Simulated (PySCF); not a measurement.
# RhH: from the state search to spectroscopic constants, part 2 of 2

PySCF 2.14.0; H x2c-TZVPPall, Rh x2c-TZVPPall; spin-free X2C with a Gaussian nucleus. Earlier steps stand in the parts before.

## 8. PW91 (GGA)

The SCF at the reference distance, 1.551 Å, printed:

```text
******** <class 'pyscf.dft.uks_symm.SymAdaptedUKS'> ********
method = SymAdaptedUKS
initial guess = minao
damping factor = 0
level_shift factor = 0
DIIS = <class 'pyscf.scf.diis.CDIIS'>
diis_start_cycle = 1
diis_space = 10
diis_damp = 0
SCF conv_tol = 1e-09
SCF conv_tol_grad = None
SCF max_cycles = 60
direct_scf = False
max_memory 2100 MB (current use 821 MB)
number electrons alpha = 24  beta = 22
XC library pyscf.dft.libxc version 7.0.0
    S. Lehtola, C. Steigemann, M. J.T. Oliveira, and M. A.L. Marques.,  SoftwareX 7, 1–5 (2018)
XC functionals = PW91,PW91
    J. P. Perdew. In P. Ziesche and H. Eschrig, editors, Proceedings of the 75. WE-Heraeus-Seminar and 21st Annual International Symposium on Electronic Structure of Solids, 11. Berlin, 1991. Akademie Verlag.
    J. P. Perdew, J. A. Chevary, S. H. Vosko, K. A. Jackson, M. R. Pederson, D. J. Singh, and C. Fiolhais.,  Phys. Rev. B 46, 6671 (1992)
    J. P. Perdew, J. A. Chevary, S. H. Vosko, K. A. Jackson, M. R. Pederson, D. J. Singh, and C. Fiolhais.,  Phys. Rev. B 48, 4978 (1993)
    J. P. Perdew. In P. Ziesche and H. Eschrig, editors, Proceedings of the 75. WE-Heraeus-Seminar and 21st Annual International Symposium on Electronic Structure of Solids, 11. Berlin, 1991. Akademie Verlag.
    J. P. Perdew, J. A. Chevary, S. H. Vosko, K. A. Jackson, M. R. Pederson, D. J. Singh, and C. Fiolhais.,  Phys. Rev. B 46, 6671 (1992)
    J. P. Perdew, J. A. Chevary, S. H. Vosko, K. A. Jackson, M. R. Pederson, D. J. Singh, and C. Fiolhais.,  Phys. Rev. B 48, 4978 (1993)
small_rho_cutoff = 0
Set gradient conv threshold to 3.16228e-05
init E= -4784.60356807961
cycle= 1 E= -4784.60576825103  delta_E= -0.0022  |g|= 0.0417  |ddm|= 0.119
cycle= 2 E= -4784.60434909454  delta_E= 0.00142  |g|= 0.0835  |ddm|= 0.0965
cycle= 3 E= -4784.6064307561  delta_E= -0.00208  |g|= 0.011  |ddm|= 0.0532
cycle= 4 E= -4784.60648300748  delta_E= -5.23e-05  |g|= 0.00644  |ddm|= 0.0122
cycle= 5 E= -4784.60649819094  delta_E= -1.52e-05  |g|= 0.000827  |ddm|= 0.00409
cycle= 6 E= -4784.6064987884  delta_E= -5.97e-07  |g|= 0.000169  |ddm|= 0.00133
cycle= 7 E= -4784.60649883137  delta_E= -4.3e-08  |g|= 0.000172  |ddm|= 0.000463
cycle= 8 E= -4784.60649884393  delta_E= -1.26e-08  |g|= 1.02e-05  |ddm|= 0.000148
cycle= 9 E= -4784.60649884404  delta_E= -1.07e-10  |g|= 1.27e-06  |ddm|= 2.24e-05
Extra cycle  E= -4784.60649884404  delta_E= 4.55e-12  |g|= 3.1e-06  |ddm|= 3.53e-06
converged SCF energy = -4784.60649884404  <S^2> = 2.0024035  2S+1 = 3.0016019
```

Re = 1.547 Å, ωe = 2045 cm⁻¹, ωexe = 37.3 cm⁻¹, αe = 0.214 cm⁻¹, Be = 7.059 cm⁻¹, De = 3.21 eV, μ = 1.76 D. 11 s of CPU time for 12 points, integrals apart.

## 9. BP86

The SCF at the reference distance, 1.551 Å, printed:

```text
******** <class 'pyscf.dft.uks_symm.SymAdaptedUKS'> ********
method = SymAdaptedUKS
initial guess = minao
damping factor = 0
level_shift factor = 0
DIIS = <class 'pyscf.scf.diis.CDIIS'>
diis_start_cycle = 1
diis_space = 10
diis_damp = 0
SCF conv_tol = 1e-09
SCF conv_tol_grad = None
SCF max_cycles = 60
direct_scf = False
max_memory 2100 MB (current use 822 MB)
number electrons alpha = 24  beta = 22
XC library pyscf.dft.libxc version 7.0.0
    S. Lehtola, C. Steigemann, M. J.T. Oliveira, and M. A.L. Marques.,  SoftwareX 7, 1–5 (2018)
XC functionals = B88,P86
    A. D. Becke.,  Phys. Rev. A 38, 3098 (1988)
    J. P. Perdew.,  Phys. Rev. B 33, 8822 (1986)
small_rho_cutoff = 0
Set gradient conv threshold to 3.16228e-05
init E= -4784.80379326362
cycle= 1 E= -4784.80590813339  delta_E= -0.00211  |g|= 0.0546  |ddm|= 0.119
cycle= 2 E= -4784.80311718909  delta_E= 0.00279  |g|= 0.118  |ddm|= 0.11
cycle= 3 E= -4784.80683063406  delta_E= -0.00371  |g|= 0.0161  |ddm|= 0.0651
cycle= 4 E= -4784.80696484438  delta_E= -0.000134  |g|= 0.00528  |ddm|= 0.0156
cycle= 5 E= -4784.80697455957  delta_E= -9.72e-06  |g|= 0.000828  |ddm|= 0.00323
cycle= 6 E= -4784.80697515972  delta_E= -6e-07  |g|= 0.000197  |ddm|= 0.00131
cycle= 7 E= -4784.80697520067  delta_E= -4.09e-08  |g|= 0.000184  |ddm|= 0.000444
cycle= 8 E= -4784.80697521477  delta_E= -1.41e-08  |g|= 6.69e-06  |ddm|= 0.000146
cycle= 9 E= -4784.80697521485  delta_E= -7.37e-11  |g|= 1.12e-06  |ddm|= 2.22e-05
Extra cycle  E= -4784.80697521485  delta_E= -2.73e-12  |g|= 2.29e-06  |ddm|= 2.75e-06
converged SCF energy = -4784.80697521485  <S^2> = 2.0023093  2S+1 = 3.0015392
```

Re = 1.549 Å, ωe = 2041 cm⁻¹, ωexe = 37.2 cm⁻¹, αe = 0.214 cm⁻¹, Be = 7.040 cm⁻¹, De = 3.33 eV, μ = 1.74 D.

## 10. BLYP (GGA)

Output of the SCF at 1.551 Å:

```text
******** <class 'pyscf.dft.uks_symm.SymAdaptedUKS'> ********
method = SymAdaptedUKS
initial guess = minao
damping factor = 0
level_shift factor = 0
DIIS = <class 'pyscf.scf.diis.CDIIS'>
diis_start_cycle = 1
diis_space = 10
diis_damp = 0
SCF conv_tol = 1e-09
SCF conv_tol_grad = None
SCF max_cycles = 60
direct_scf = False
max_memory 2100 MB (current use 822 MB)
number electrons alpha = 24  beta = 22
XC library pyscf.dft.libxc version 7.0.0
    S. Lehtola, C. Steigemann, M. J.T. Oliveira, and M. A.L. Marques.,  SoftwareX 7, 1–5 (2018)
XC functionals = BLYP
    A. D. Becke.,  Phys. Rev. A 38, 3098 (1988)
    C. Lee, W. Yang, and R. G. Parr.,  Phys. Rev. B 37, 785 (1988)
    B. Miehlich, A. Savin, H. Stoll, and H. Preuss.,  Chem. Phys. Lett. 157, 200 (1989)
small_rho_cutoff = 0
Set gradient conv threshold to 3.16228e-05
init E= -4784.37772081699
cycle= 1 E= -4784.3792311278  delta_E= -0.00151  |g|= 0.0902  |ddm|= 0.142
cycle= 2 E= -4784.36720838003  delta_E= 0.012  |g|= 0.231  |ddm|= 0.19
cycle= 3 E= -4784.38170495007  delta_E= -0.0145  |g|= 0.0246  |ddm|= 0.118
cycle= 4 E= -4784.3820260006  delta_E= -0.000321  |g|= 0.0085  |ddm|= 0.025
cycle= 5 E= -4784.38205390382  delta_E= -2.79e-05  |g|= 0.0014  |ddm|= 0.00668
cycle= 6 E= -4784.38205483808  delta_E= -9.34e-07  |g|= 0.000165  |ddm|= 0.00132
cycle= 7 E= -4784.38205487563  delta_E= -3.76e-08  |g|= 0.000195  |ddm|= 0.000454
cycle= 8 E= -4784.38205489473  delta_E= -1.91e-08  |g|= 1.2e-05  |ddm|= 0.000181
cycle= 9 E= -4784.38205489487  delta_E= -1.49e-10  |g|= 2.13e-06  |ddm|= 2.27e-05
Extra cycle  E= -4784.38205489487  delta_E= 4.55e-12  |g|= 4.97e-06  |ddm|= 6.41e-06
converged SCF energy = -4784.38205489487  <S^2> = 2.0024746  2S+1 = 3.0016493
```

Re = 1.560 Å, ωe = 1993 cm⁻¹, ωexe = 37.2 cm⁻¹, αe = 0.215 cm⁻¹, Be = 6.939 cm⁻¹, De = 3.19 eV, μ = 1.75 D. 11 s of CPU time for 12 points, integrals apart.

## 11. LDA (local density)

Output of the SCF at 1.551 Å:

```text
******** <class 'pyscf.dft.uks_symm.SymAdaptedUKS'> ********
method = SymAdaptedUKS
initial guess = minao
damping factor = 0
level_shift factor = 0
DIIS = <class 'pyscf.scf.diis.CDIIS'>
diis_start_cycle = 1
diis_space = 10
diis_damp = 0
SCF conv_tol = 1e-09
SCF conv_tol_grad = None
SCF max_cycles = 60
direct_scf = False
max_memory 2100 MB (current use 822 MB)
number electrons alpha = 24  beta = 22
XC library pyscf.dft.libxc version 7.0.0
    S. Lehtola, C. Steigemann, M. J.T. Oliveira, and M. A.L. Marques.,  SoftwareX 7, 1–5 (2018)
XC functionals = LDA,VWN
    P. A. M. Dirac.,  Math. Proc. Cambridge Philos. Soc. 26, 376 (1930)
    F. Bloch.,  Z. Phys. 57, 545 (1929)
    S. H. Vosko, L. Wilk, and M. Nusair.,  Can. J. Phys. 58, 1200 (1980)
small_rho_cutoff = 0
Set gradient conv threshold to 3.16228e-05
init E= -4779.02122624416
cycle= 1 E= -4779.02671115709  delta_E= -0.00548  |g|= 0.0817  |ddm|= 0.176
cycle= 2 E= -4779.02320354859  delta_E= 0.00351  |g|= 0.13  |ddm|= 0.168
cycle= 3 E= -4779.02896643701  delta_E= -0.00576  |g|= 0.0118  |ddm|= 0.0986
cycle= 4 E= -4779.02890712635  delta_E= 5.93e-05  |g|= 0.0163  |ddm|= 0.0173
cycle= 5 E= -4779.02901933472  delta_E= -0.000112  |g|= 0.00134  |ddm|= 0.00961
cycle= 6 E= -4779.02902067641  delta_E= -1.34e-06  |g|= 0.000148  |ddm|= 0.00176
cycle= 7 E= -4779.02902072644  delta_E= -5e-08  |g|= 6.78e-05  |ddm|= 0.000467
cycle= 8 E= -4779.02902072835  delta_E= -1.91e-09  |g|= 1.05e-05  |ddm|= 6.74e-05
cycle= 9 E= -4779.02902072841  delta_E= -5.55e-11  |g|= 1.97e-06  |ddm|= 1.39e-05
Extra cycle  E= -4779.02902072841  delta_E=    0  |g|= 3.66e-06  |ddm|= 5.02e-06
converged SCF energy = -4779.02902072841  <S^2> = 2.0013793  2S+1 = 3.0009194
```

Re = 1.530 Å, ωe = 2126 cm⁻¹, ωexe = 37.4 cm⁻¹, αe = 0.212 cm⁻¹, Be = 7.215 cm⁻¹, De = 3.81 eV, μ = 1.57 D. 12 s of CPU time for 12 points, integrals apart.

## 12. HSE06 (range-separated hybrid)

The SCF at the reference distance, 1.551 Å, printed:

```text
******** <class 'pyscf.dft.uks_symm.SymAdaptedUKS'> ********
method = SymAdaptedUKS
initial guess = minao
damping factor = 0
level_shift factor = 0
DIIS = <class 'pyscf.scf.diis.CDIIS'>
diis_start_cycle = 1
diis_space = 10
diis_damp = 0
SCF conv_tol = 1e-09
SCF conv_tol_grad = None
SCF max_cycles = 60
direct_scf = False
max_memory 2100 MB (current use 823 MB)
number electrons alpha = 24  beta = 22
XC library pyscf.dft.libxc version 7.0.0
    S. Lehtola, C. Steigemann, M. J.T. Oliveira, and M. A.L. Marques.,  SoftwareX 7, 1–5 (2018)
XC functionals = HSE06
    J. Heyd, G. E. Scuseria, and M. Ernzerhof.,  J. Chem. Phys. 118, 8207 (2003)
    J. Heyd, G. E. Scuseria, and M. Ernzerhof.,  J. Chem. Phys. 124, 219906 (2006)
    A. V. Krukau, O. A. Vydrov, A. F. Izmaylov, and G. E. Scuseria.,  J. Chem. Phys. 125, 224106 (2006)
small_rho_cutoff = 0
Set gradient conv threshold to 3.16228e-05
init E= -4783.83513955938
cycle= 1 E= -4783.83513570711  delta_E= 3.85e-06  |g|= 0.0133  |ddm|= 0.0161
cycle= 2 E= -4783.83500219637  delta_E= 0.000134  |g|= 0.0263  |ddm|= 0.0203
cycle= 3 E= -4783.83518026788  delta_E= -0.000178  |g|= 0.00157  |ddm|= 0.0135
cycle= 4 E= -4783.83518142251  delta_E= -1.15e-06  |g|= 0.000145  |ddm|= 0.00125
cycle= 5 E= -4783.83518146227  delta_E= -3.98e-08  |g|= 7.5e-05  |ddm|= 0.000264
cycle= 6 E= -4783.8351814743  delta_E= -1.2e-08  |g|= 3.08e-05  |ddm|= 0.000195
cycle= 7 E= -4783.83518147611  delta_E= -1.8e-09  |g|= 1.31e-05  |ddm|= 0.000105
cycle= 8 E= -4783.8351814762  delta_E= -9.55e-11  |g|= 1.23e-06  |ddm|= 1.33e-05
Extra cycle  E= -4783.8351814762  delta_E= 2.73e-12  |g|= 1.85e-06  |ddm|= 2.93e-06
converged SCF energy = -4783.8351814762  <S^2> = 2.0063203  2S+1 = 3.0042106
```

Re = 1.554 Å, ωe = 1996 cm⁻¹, ωexe = 35.3 cm⁻¹, αe = 0.212 cm⁻¹, Be = 6.994 cm⁻¹, De = 2.90 eV, μ = 2.18 D. 64 s of CPU time for 12 points, integrals apart.

## 13. UHF

Output of the SCF at 1.551 Å:

```text
******** <class 'pyscf.scf.uhf_symm.SymAdaptedUHF'> ********
method = SymAdaptedUHF
initial guess = minao
damping factor = 0
level_shift factor = 0
DIIS = <class 'pyscf.scf.diis.CDIIS'>
diis_start_cycle = 1
diis_space = 10
diis_damp = 0
SCF conv_tol = 1e-09
SCF conv_tol_grad = None
SCF max_cycles = 60
direct_scf = False
max_memory 2100 MB (current use 900 MB)
number electrons alpha = 24  beta = 22
Overwritten attributes  get_jk get_occ get_j get_k get_hcore  of <class 'pyscf.scf.uhf_symm.SymAdaptedUHF'>
Set gradient conv threshold to 3.16228e-05
init E= -4781.72005378848
cycle= 1 E= -4781.73643532576  delta_E= -0.0164  |g|= 0.0476  |ddm|= 0.144
cycle= 2 E= -4781.73893239107  delta_E= -0.0025  |g|= 0.0238  |ddm|= 0.0562
cycle= 3 E= -4781.74007304878  delta_E= -0.00114  |g|= 0.0178  |ddm|= 0.0379
cycle= 4 E= -4781.74060841005  delta_E= -0.000535  |g|= 0.011  |ddm|= 0.0207
cycle= 5 E= -4781.74102906069  delta_E= -0.000421  |g|= 0.00615  |ddm|= 0.0267
cycle= 6 E= -4781.74117649544  delta_E= -0.000147  |g|= 0.00269  |ddm|= 0.0217
cycle= 7 E= -4781.74119798864  delta_E= -2.15e-05  |g|= 0.00123  |ddm|= 0.00922
cycle= 8 E= -4781.74120385212  delta_E= -5.86e-06  |g|= 0.000554  |ddm|= 0.00572
cycle= 9 E= -4781.74120543016  delta_E= -1.58e-06  |g|= 0.000238  |ddm|= 0.00352
cycle= 10 E= -4781.7412057125  delta_E= -2.82e-07  |g|= 9.4e-05  |ddm|= 0.00146
cycle= 11 E= -4781.74120575816  delta_E= -4.57e-08  |g|= 3.21e-05  |ddm|= 0.000618
cycle= 12 E= -4781.74120576363  delta_E= -5.47e-09  |g|= 1.24e-05  |ddm|= 0.000202
cycle= 13 E= -4781.74120576426  delta_E= -6.29e-10  |g|= 3e-06  |ddm|= 7.37e-05
Extra cycle  E= -4781.74120576427  delta_E= -1.64e-11  |g|= 1.95e-06  |ddm|= 3.76e-06
converged SCF energy = -4781.74120576427  <S^2> = 2.0470264  2S+1 = 3.0311888
```

Re = 1.656 Å, ωe = 1644 cm⁻¹, ωexe = 26.7 cm⁻¹, αe = 0.171 cm⁻¹, Be = 6.160 cm⁻¹, De = 1.48 eV, μ = 3.75 D. 14 s of CPU time for 12 points, integrals apart.

## 14. Correlated methods on the Hartree–Fock reference

Reference: UHF; core orbitals frozen: 14; virtual orbitals above 20 hartree dropped in coupled cluster: 1. MP2 keeps all virtuals, so it differs from the MP2 energy in the coupled-cluster log.

Output of the coupled-cluster run at 1.551 Å:

```text
******** <class 'pyscf.cc.uccsd.UCCSD'> ********
CC2 = 0
CCSD nocc = (np.int64(10), np.int64(8)), nmo = (78, 78)
frozen orbitals [[0, 1, 2, 3, 4, 5, 6, 7, 8, 9, 10, 11, 12, 13, 92], [0, 1, 2, 3, 4, 5, 6, 7, 8, 9, 10, 11, 12, 13, 92]]
max_cycle = 80
direct = 0
conv_tol = 1e-07
conv_tol_normt = 1e-05
diis_space = 8
diis_start_cycle = 0
diis_start_energy_diff = 1e+09
max_memory 2100 MB (current use 1092 MB)
Init t2, MP2 energy = -0.597249380892995
Init E_corr(UCCSD) = -0.597249380895918
cycle = 1  E_corr(UCCSD) = -0.564027069785962  dE = 0.0332223111  norm(t1,t2) = 0.110182
cycle = 2  E_corr(UCCSD) = -0.58268071929852  dE = -0.0186536495  norm(t1,t2) = 0.0385846
cycle = 3  E_corr(UCCSD) = -0.581628713752948  dE = 0.00105200555  norm(t1,t2) = 0.0318378
cycle = 4  E_corr(UCCSD) = -0.584688057347921  dE = -0.00305934359  norm(t1,t2) = 0.0214472
cycle = 5  E_corr(UCCSD) = -0.585574894961897  dE = -0.000886837614  norm(t1,t2) = 0.00842859
cycle = 6  E_corr(UCCSD) = -0.585383420786296  dE = 0.000191474176  norm(t1,t2) = 0.00530623
cycle = 7  E_corr(UCCSD) = -0.585415846277409  dE = -3.24254911e-05  norm(t1,t2) = 0.00179608
cycle = 8  E_corr(UCCSD) = -0.585575191950434  dE = -0.000159345673  norm(t1,t2) = 0.000756329
cycle = 9  E_corr(UCCSD) = -0.585554710894522  dE = 2.04810559e-05  norm(t1,t2) = 0.000322519
cycle = 10  E_corr(UCCSD) = -0.585535099194449  dE = 1.96117001e-05  norm(t1,t2) = 0.000119476
cycle = 11  E_corr(UCCSD) = -0.585540476157908  dE = -5.37696346e-06  norm(t1,t2) = 5.99609e-05
cycle = 12  E_corr(UCCSD) = -0.585541308088195  dE = -8.31930287e-07  norm(t1,t2) = 2.33994e-05
cycle = 13  E_corr(UCCSD) = -0.585540324738156  dE = 9.83350039e-07  norm(t1,t2) = 9.78379e-06
cycle = 14  E_corr(UCCSD) = -0.585540435272448  dE = -1.10534292e-07  norm(t1,t2) = 4.48819e-06
cycle = 15  E_corr(UCCSD) = -0.585540304102268  dE = 1.3117018e-07  norm(t1,t2) = 2.79504e-06
cycle = 16  E_corr(UCCSD) = -0.585540338794567  dE = -3.46922993e-08  norm(t1,t2) = 1.31116e-06
UCCSD converged
E(UCCSD) = -4782.326746103068  E_corr = -0.5855403387945675
UCCSD(T) correction = -0.020503873476095
```

Correlation energy (eV) along the bond:

```tsv
R (Å)	MP2	SCS-MP2	CCSD	CCSD(T)	T1
1.334	-16.784	-15.435	n/a	n/a	n/a
1.396	-16.636	-15.309	-16.150	-16.723	0.028
1.458	-16.486	-15.182	-16.065	-16.632	0.031
1.504	-16.376	-15.089	-15.999	-16.561	0.032
1.551	-16.270	-14.999	-15.933	-16.491	0.033
1.597	-16.169	-14.915	-15.869	-16.423	0.034
1.660	-16.044	-14.810	-15.787	-16.335	0.035
1.737	-15.903	-14.691	-15.692	-16.233	0.035
1.830	-15.756	-14.567	-15.591	-16.126	0.035
1.954	-15.588	-14.420	n/a	n/a	n/a
```

UHF-MP2: Re = 1.489 Å, ωe = 2197 cm⁻¹, ωexe = 43.9 cm⁻¹, αe = 0.267 cm⁻¹, Be = 7.615 cm⁻¹, De = 2.89 eV.

UHF-SCS-MP2: Re = 1.511 Å, ωe = 2086 cm⁻¹, ωexe = 38.6 cm⁻¹, αe = 0.258 cm⁻¹, Be = 7.401 cm⁻¹, De = 2.90 eV.

UHF-CCSD: Re = 1.544 Å, ωe = 2023 cm⁻¹, ωexe = 39.0 cm⁻¹, αe = 0.227 cm⁻¹, Be = 7.087 cm⁻¹, De = 2.88 eV.

UHF-CCSD(T): Re = 1.537 Å, ωe = 2053 cm⁻¹, ωexe = 40.6 cm⁻¹, αe = 0.231 cm⁻¹, Be = 7.146 cm⁻¹, De = 3.00 eV.

## 15. All curves

Energy (eV) from each level's lowest point:

```tsv
R (Å)	UHF	UHF-MP2	UHF-SCS-MP2	UHF-CCSD	UHF-CCSD(T)	LDA	PBE	PW91	BLYP	BP86	r²SCAN	PBE0	HSE06
1.334	0.835	0.286	0.348	n/a	n/a	0.441	0.504	0.499	0.547	0.508	0.505	0.501	0.513
1.396	0.491	0.090	0.130	0.211	0.196	0.183	0.228	0.225	0.258	0.231	0.228	0.229	0.237
1.458	0.258	0.007	0.024	0.064	0.055	0.045	0.072	0.070	0.090	0.073	0.072	0.074	0.079
1.504	0.141	0.000	0.000	0.012	0.007	0.002	0.016	0.015	0.024	0.016	0.015	0.017	0.019
1.551	0.063	0.028	0.012	0.000	0.000	0.000	0.000	0.000	0.000	0.000	0.000	0.000	0.000
1.597	0.018	0.084	0.052	0.019	0.024	0.030	0.017	0.018	0.009	0.017	0.017	0.015	0.013
1.660	0.000	0.191	0.139	0.083	0.094	0.110	0.079	0.082	0.061	0.079	0.081	0.074	0.069
1.737	0.029	0.361	0.286	0.208	0.224	0.256	0.203	0.208	0.174	0.204	0.207	0.194	0.186
1.830	0.120	0.599	0.501	0.400	0.423	0.476	0.398	0.405	0.355	0.399	0.404	0.384	0.373
1.954	0.301	0.948	0.829	n/a	n/a	0.809	0.699	0.709	0.641	0.701	0.710	0.681	0.666
```

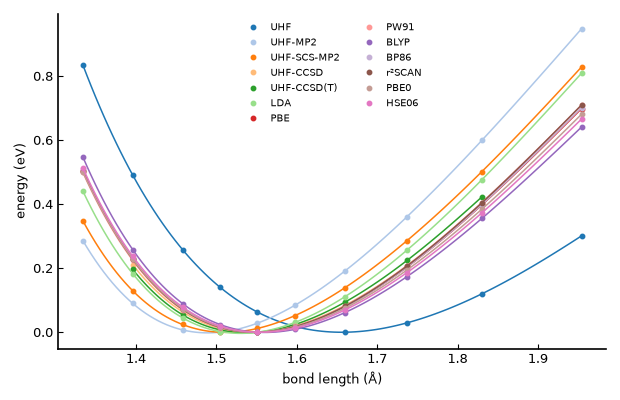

All levels on one scale; every curve starts from its own lowest point. Far from equilibrium a single determinant need not separate into the right atoms, and MP2 on it can jump.

## 16. Results

What follows sums up all 2 parts.

Lowest PBE0 solution found, without spin–orbit coupling: ³Δ (triplet), unpaired electrons σ ↑, δ ↑. State 2 has its PBE0 minimum 0.54 eV higher. State 3 has its PBE0 minimum 0.56 eV higher, as a spin-mixed determinant (⟨S²⟩ = 1.00), so this is no gap between pure states. State 4 has its PBE0 minimum 0.69 eV higher. The other levels ran on the lowest alone.

```tsv
level	Re (Å)	ωe (cm⁻¹)	De (eV)	μ (D)
UHF	1.656	1644	1.48	3.75
UHF-MP2	1.489	2197	2.89	n/a
UHF-SCS-MP2	1.511	2086	2.90	n/a
UHF-CCSD	1.544	2023	2.88	n/a
UHF-CCSD(T)	1.537	2053	3.00	n/a
LDA	1.530	2126	3.81	1.57
PBE	1.548	2036	3.19	1.77
PW91	1.547	2045	3.21	1.76
BLYP	1.560	1993	3.19	1.75
BP86	1.549	2041	3.33	1.74
r²SCAN	1.548	2046	3.09	2.06
PBE0	1.551	2008	2.93	2.20
HSE06	1.554	1996	2.90	2.18
```

De is counted to H + Rh in their ground configurations. A positive dipole means H(−)Rh(+).

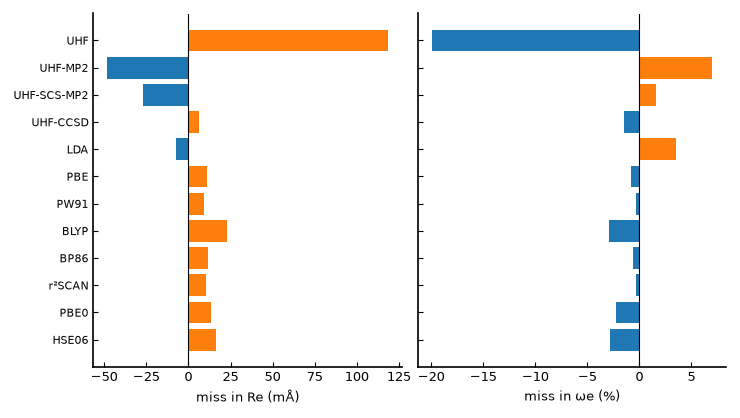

How far each level lies from CCSD(T) in the same basis.

Time per point (s) on 1 thread, shared host (CPU time, shared integrals of 2.2 s apart; correlated levels include their reference; CCSD comes with the CCSD(T) run); the times are rough: UHF 1.2, UHF-MP2 1.9, UHF-SCS-MP2 1.9, LDA 1, PBE 1.4, PW91 0.91, BLYP 0.88, BP86 0.88, r²SCAN 1.8, PBE0 4, HSE06 5.3; the reference 55.

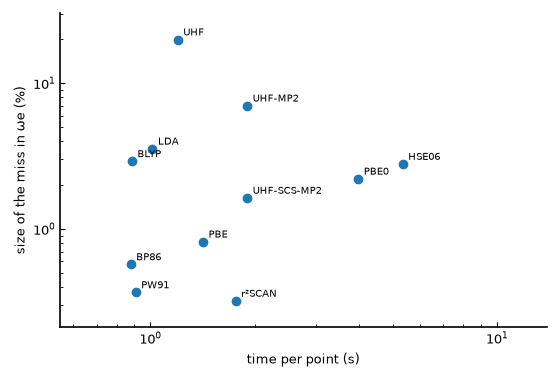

Miss in the wavenumber against time per point.

The cheapest levels within 10 mÅ and 2.5 % of CCSD(T): PW91 (0.91 s). The dearest run takes 55 s.

**Reading.** Against CCSD(T) in the same basis, the bond length is nearest at UHF-CCSD (+6 mÅ) and farthest at UHF (+119 mÅ); the wavenumber is nearest at r²SCAN (-0.3 %) and farthest at UHF (-19.9 %). Of the levels with a De here, UHF gives the least (1.48 eV) and LDA the most (3.81 eV).

Correlated steps freeze 14 core orbitals. The state is the lowest single determinant that the PBE0 search found; with open d or f shells the true ground state can be another one. Spin–orbit coupling is left out.
